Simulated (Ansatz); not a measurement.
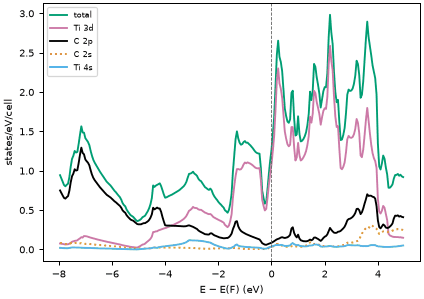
Fig. 1. Total and projected density of states of TiC$_{2}$ in space group P-3m1 (No. 164; Ti on 1a, C on 2d), PBE (plane waves, PAW; program Ansatz)

Problem. Which orbitals carry the states next to the Fermi level?

Solution. Within 0.5 eV of the Fermi level: Ti 3d 86 %, C 2p 7 %. Projections are on Löwdin-orthogonalised atomic valence shells; empty p or d shells of many metals are not among them.

Problem. Where is the tallest occupied peak in this window, and what makes it?

Solution. Near -7.1 eV, about 1.6 states/eV per cell; the largest projected share is C 2p.

The start of the workflow was typed in or built on a structure type; neither database checked (COD, Materials Project) lists it. Its standing as an ambient phase is unchecked. The PBE relaxation kept the symmetry of its start; whether a distortion lowers the energy is not shown. The run is not spin-polarised. The volume moved by 16 % from the start of the relaxation. Its formation energy is positive at this level, so the cell may be metastable or incomplete.

Potentials: the earlier of the program's two PAW sets.
